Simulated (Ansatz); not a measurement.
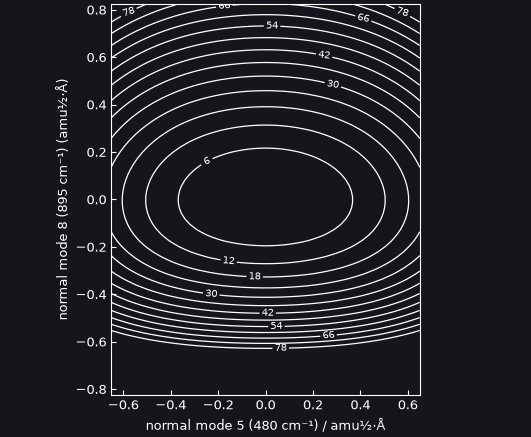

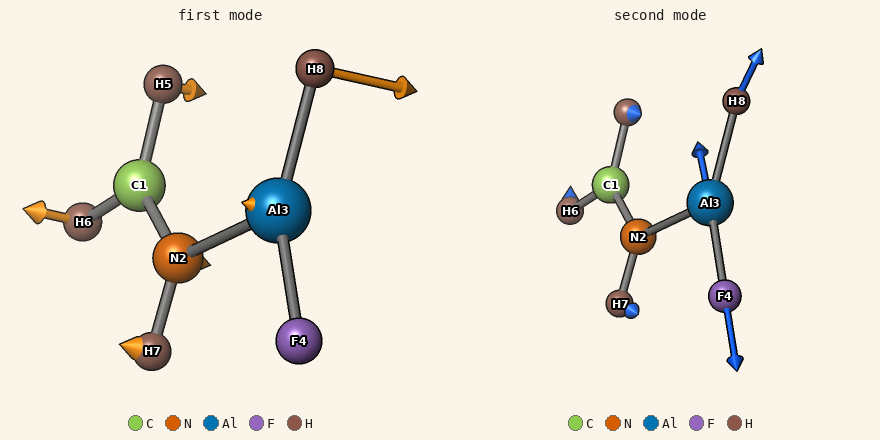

Energy landscape of CH4AlFN, SMILES C=[NH+][AlH][F], charge +1. The first coordinate is: normal mode 5 (480 cm⁻¹); the second: normal mode 8 (895 cm⁻¹). Nothing is relaxed (straight displacements along the two mass-weighted modes). Grid: 11 × 11 points; 110 points were computed and 11 follow by symmetry. Points are written as (first, second). Energies: kJ/mol, counted from the lowest grid point. Method: Ansatz, RKS PBE-D4/def2-SVP.

In the figure: contour lines labelled in kJ/mol (none above 78). Between grid points the surface is interpolated. The second picture is the structure at the lowest point

**Describe this landscape.**

The lowest grid point is at (0.00 amu½·Å, 0.000 amu½·Å). No other kind of well shows on this grid. The highest grid point, (0.65 amu½·Å, −0.824 amu½·Å), lies 169 kJ/mol above the lowest.

Time for the 110 points that were run: 16 min on 1 thread of Arm Neoverse V1, with other jobs on the host.
